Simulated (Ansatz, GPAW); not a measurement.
# Au3IO (model structure): optical spectrum from first principles, part 3 of 3

Wanted: where Au3IO (model structure) starts to absorb, how strongly, and its refractive index. The structure is a model built here, which may or may not match a known phase. It was built so: All Ag replaced by Au and S replaced by O in the R3 structure of Ag3SI. The cell is first relaxed with Ansatz.

GPAW 26.7.0; DFT, PBE, plane-wave PAW (GPAW data sets), scalar-relativistic, RPA, optical limit.

So far. Step 3 (Ground state): There is a gap, 1.36 eV on this mesh (points off the mesh can give less), so no carriers' term is needed.

## (5) Dielectric function, RPA (continued)

The reflectivity at normal incidence has structure finer than the step of the table below, so its rows give means over 1 eV, whole bins alone (the curve runs from 0 to 19.9 eV). Peaks (eV: height): E ∥ x 3.1: 41.4, 3.9: 40.6, 4.8: 40.1, 5.2: 39.7, 6.4: 36.2, 8.2: 38.4, 9.3: 33.6; E ∥ z 1.8: 28.8, 2.3: 35.6, 3.2: 41.5, 3.6: 42.9, 4.5: 37.4, 5.2: 38.5, 6.5: 25.9.

Sum at mesh points, not converged in k. Reflectivity at normal incidence against photon energy; means over each step:

| photon energy (eV) | E ∥ x (%) | E ∥ z (%) |
| --- | --- | --- |
| 1 | 24.5 | 22.2 |
| 2 | 29.3 | 28.6 |
| 3 | 34.1 | 33.1 |
| 4 | 36.1 | 32.0 |
| 5 | 37.1 | 34.4 |
| 6 | 30.9 | 21.5 |
| 7 | 28.1 | 19.2 |
| 8 | 33.5 | 13.0 |
| 9 | 30.0 | 10.6 |
| 10 | 22.9 | 14.0 |
| 11 | 16.8 | 10.7 |
| 12 | 14.6 | 10.4 |
| 13 | 13.3 | 11.3 |
| 14 | 11.9 | 10.9 |
| 15 | 13.3 | 11.0 |
| 16 | 10.9 | 8.70 |
| 17 | 8.61 | 7.91 |
| 18 | 7.04 | 10.1 |
| 19 | 7.95 | 9.07 |

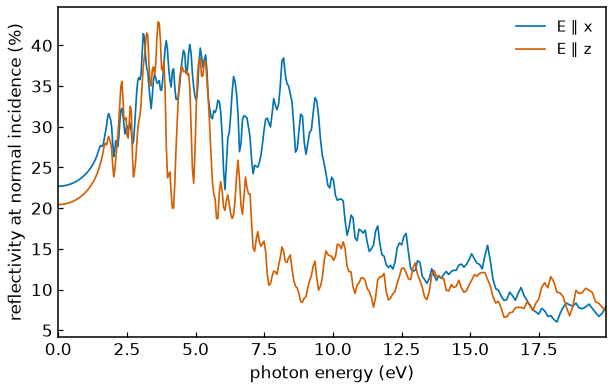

Reflectivity at normal incidence, plotted against photon energy.

The Im ε, E ∥ x has structure finer than the step of the table below, so its rows give means over 1 eV, whole bins alone (the curve runs from 0 to 19.9 eV). Peaks (eV: height): without local fields 1.9: 5.19, 2.4: 6.07, 3.1: 14.7, 3.9: 12.6, 4.5: 10.7, 6.3: 6.55; with local fields 1.9: 4.61, 2.4: 5.44, 3.1: 13.1, 3.9: 11.7, 4.5: 9.70, 6.3: 5.66.

Sum at mesh points, not converged in k; values under the direct gap are tails of Lorentzian lines. Im ε, E ∥ x against photon energy; means over each step:

| photon energy (eV) | without local fields | with local fields |
| --- | --- | --- |
| 1 | 0.132 | 0.116 |
| 2 | 3.34 | 2.95 |
| 3 | 8.48 | 7.57 |
| 4 | 10.4 | 9.48 |
| 5 | 8.15 | 7.28 |
| 6 | 5.59 | 4.83 |
| 7 | 4.54 | 3.83 |
| 8 | 3.85 | 3.39 |
| 9 | 2.37 | 2.16 |
| 10 | 1.65 | 1.49 |
| 11 | 1.54 | 1.39 |
| 12 | 1.45 | 1.30 |
| 13 | 1.23 | 1.14 |
| 14 | 1.32 | 1.15 |
| 15 | 1.07 | 1.04 |
| 16 | 0.816 | 0.790 |
| 17 | 0.758 | 0.736 |
| 18 | 0.707 | 0.737 |
| 19 | 0.615 | 0.708 |

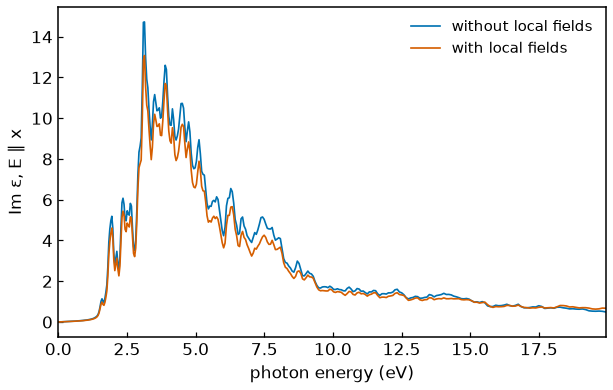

Im ε, E ∥ x, plotted against photon energy.

The loss function −Im 1/ε at q → 0 has structure finer than the step of the table below, so its rows give means over 1 eV, whole bins alone (the curve runs from 0 to 19.9 eV). Peaks (eV: height): E ∥ x 12.8: 0.930, 15.7: 1.27, 17.0: 1.17, 19.4: 1.16; E ∥ z 7.6: 0.551, 8.5: 0.539, 10.7: 0.605, 15.8: 0.930, 18.5: 1.01, 19.4: 1.16.

Sum at mesh points, not converged in k; values under the direct gap are tails of Lorentzian lines. Loss function −Im 1/ε at q → 0 against energy loss; means over each step:

| energy loss (eV) | E ∥ x | E ∥ z |
| --- | --- | --- |
| 1 | 0.00138 | 0.00146 |
| 2 | 0.0241 | 0.0264 |
| 3 | 0.0478 | 0.0622 |
| 4 | 0.0908 | 0.138 |
| 5 | 0.140 | 0.192 |
| 6 | 0.206 | 0.339 |
| 7 | 0.260 | 0.429 |
| 8 | 0.275 | 0.458 |
| 9 | 0.419 | 0.440 |
| 10 | 0.647 | 0.440 |
| 11 | 0.718 | 0.556 |
| 12 | 0.751 | 0.510 |
| 13 | 0.842 | 0.596 |
| 14 | 0.818 | 0.646 |
| 15 | 0.935 | 0.715 |
| 16 | 1.13 | 0.847 |
| 17 | 1.10 | 0.745 |
| 18 | 0.992 | 0.908 |
| 19 | 1.10 | 0.982 |

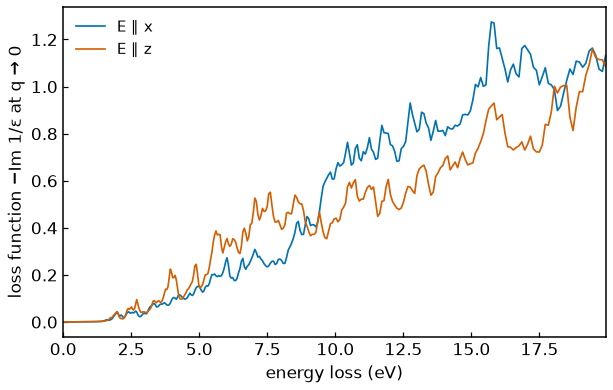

Loss function −Im 1/ε at q → 0, plotted against energy loss.

Optical constants at common wavelengths, from n + ik = √ε:

| wavelength (nm) | n x | k x | R (%) x | 1/α x | n z | k z | R (%) z | 1/α z |
| --- | --- | --- | --- | --- | --- | --- | --- | --- |
| 1064 | 2.99 | 0.019 | 24.9 | 4.4 µm | 2.82 | 0.018 | 22.6 | 4.6 µm |
| 800 | 3.21 | 0.131 | 27.7 | 487 nm | 3.05 | 0.065 | 25.6 | 980 nm |
| 633 | 3.19 | 0.701 | 29.3 | 72 nm | 2.99 | 0.610 | 26.6 | 83 nm |
| 405 | 3.90 | 1.303 | 39.3 | 25 nm | 3.58 | 1.108 | 35.5 | 29 nm |
| 365 | 2.98 | 1.367 | 32.7 | 21 nm | 2.77 | 1.728 | 35.6 | 17 nm |
| 308 | 2.43 | 1.920 | 37.1 | 13 nm | 1.83 | 1.281 | 24.2 | 19 nm |
| 248 | 1.91 | 1.739 | 33.5 | 11 nm | 1.98 | 1.518 | 29.2 | 13 nm |

Below the direct gap, k and the depth come from the tails of the Lorentzian lines, not from transitions.

Rows near the edge hang on the gap, which this functional as a rule makes too small, and phonon-assisted absorption is left out.

## (6) Summary of results

| Quantity | Value |
| --- | --- |
| electronic dielectric constant ε∞, mean over x, y and z (by symmetry where fewer were run) (RPA) | 7.64 |

What this shows: At this level (PBE, RPA) Au3IO has a mean ε∞ = 7.64 and n = 2.89 at 1550 nm (E ∥ x). The cell grew by 36.5 % in volume. On the mesh the gap is 1.30 eV and the least direct gap 1.36 eV, so on this mesh the band edges lie at different points. Local fields change the static value along x from 8.73 to 7.95 (-9 %). The static values by axis are 7.95 (x), 7.02 (z). Excitons and phonon-assisted transitions are missing; PBE gaps are as a rule too small, which pulls the onset down and ε∞ up. Spin-orbit coupling is left out although heavy atoms are present. The cell grew by 37 % in the relaxation, which can come from the guessed start or, where layers or molecules are weakly bound, from the missing dispersion term; a larger cell lowers ε. In this version of GPAW the matrix elements of the optical limit are incomplete, which can lower ε − 1 by up to a tenth where first-row anions or d states rule, and shift it by more in d metals. The sum runs over mesh points 0.21 Å⁻¹ apart with no interpolation, so peaks are partly noise of the mesh and static values carry its error. Besides steps told in other documents, this task had 1 run with a known fault of program or setting; those not told in a step above aren't shown.

[Hosts, paths, dates, database ids (printed as entryN), source tags and the programs' standing remarks are cut or masked in the printed files.]
